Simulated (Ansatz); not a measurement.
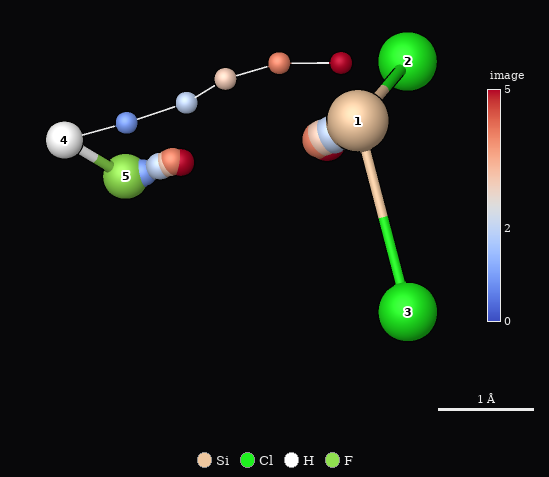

A search for the minimum-energy path of SiHCl2F, made up of SiCl$_{2}$ and HF by the nudged elastic band. Images are numbered from 0 (start) to 5 (end). The start is drawn whole; smaller spheres mark the moving atoms (Si, H, F) in the later images, joined by lines and coloured by the number of the image. Style: ball-and-stick. Shown at a tilt.

All numbers below come from Ansatz 0.2.0, RKS PBE0-D4/def2-SVP. Run with 4 movable images; climbing image.

What moves, how far, and at what cost in energy?

Answer. Breaking: H4–F5 (0.92 → 1.19 at the top → 2.49 Å). Forming: Si1–F5 (2.65 → 1.91 at the top → 1.58 Å), Si1–H4 (3.11 → 1.64 at the top → 1.47 Å). The energy climbs by 17.6 kcal/mol to image 2 and then falls by 79.0 kcal/mol, so the end point sits at −61.4 kcal/mol. The band converged in 8 iterations. The largest component of the band force went from 6 to 0.049 eV/Å. The climbing image converged on the top of the path. Its curvatures weren't checked. The largest force component is 0.27 eV/Å at the start and 0.81 eV/Å at the end; an end with forces this large is no minimum, and the barrier measured from it can be far off.

Limits of the set-up: the start holds two separate molecules, 2.6 Å apart at their closest, whose relative position is a soft coordinate.

Cost: 64 s on 2 threads of Arm Neoverse V1, with other jobs on the host.
